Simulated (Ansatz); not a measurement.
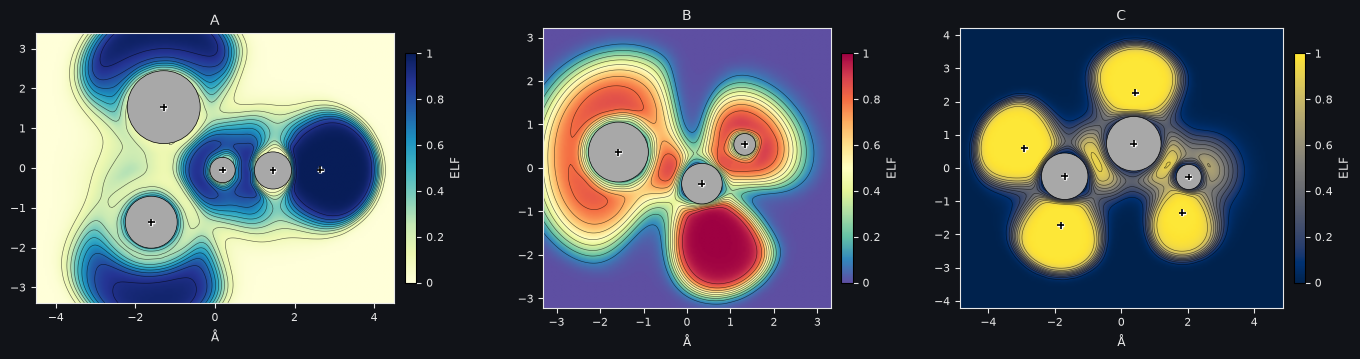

The ELF of 3 systems, each on a plane through atoms (crosses mark nuclei in the plane; grey discs cover the cores).

Level of theory: isolated molecule in a Gaussian basis; Kohn-Sham density functional theory, functional PBE0 in Ansatz 0.2.0.

System 1: BGaH₃NSn, the plane of atoms Ga2, N3 and Sn4. Geometry: PBE0-D3(BJ)/def2-SVP; core potentials replace the inner electrons of Sn.

```xyz
7

B     0.9741    1.5726    3.3761
Ga    1.8775   -1.4555    3.0889
N     1.1703    0.5439    2.6620
Sn    1.0426   -0.2334    0.5850
H     0.4616   -1.7266    1.5350
H     0.7998    2.5190    4.0672
H     2.6220   -1.0452    1.1472
```

System 2: CH₆GeSi (SMILES [CH3][GeH][SiH2+]) (charge +1, doublet), the plane of atoms Ge2, C1 and H6. Geometry: B3LYP-D3(BJ)/def2-SVP.

```yaml
atoms:
  - { symbol: C, position_ang: [-2.9212, -1.1370, 0.6185] }
  - { symbol: Ge, position_ang: [-2.4246, -1.4704, -1.2200] }
  - { symbol: Si, position_ang: [-0.4474, -0.7621, -2.1521] }
  - { symbol: H, position_ang: [-3.0884, -2.1080, 1.1133] }
  - { symbol: H, position_ang: [-3.8712, -0.5775, 0.6245] }
  - { symbol: H, position_ang: [-2.1419, -0.5706, 1.1444] }
  - { symbol: H, position_ang: [-3.3770, -2.2474, -2.1361] }
  - { symbol: H, position_ang: [-0.1482, -1.0613, -3.5685] }
  - { symbol: H, position_ang: [0.5232, -0.0067, -1.3314] }
```

System 3: BFHSeSi (doublet), the plane of atoms F2, B1 and Se3. Geometry: PBE0-D3(BJ)/def2-SVP.

```xyz
5

B     0.2163    0.0124   -0.2094
F    -0.9449    0.1451   -0.8537
Se    0.1923   -1.0960    1.5208
Si    1.0738   -2.1123   -0.2233
H     1.1089    0.8020   -0.4026
```

Q: Match each panel to its system.

A: Panel A is system 1, BGaH₃NSn: the plane holds B, Ga, N, Sn and H. B–N (1.27 Å): the ELF peaks at about 0.85 between the atoms, as expected for a polar covalent bond. Panel B is system 3, BFHSeSi: the plane holds B, F and Se. B–F (1.33 Å): the ELF peaks at about 0.85 between the atoms (a polar covalent bond). Panel C is system 2, CH₆GeSi: the plane holds C, Ge, Si and H. C–Ge (1.93 Å): the ELF peaks at about 0.90 in the valence shell of C, 0.7 Å from its nucleus, and is about 0.65 at the midpoint.
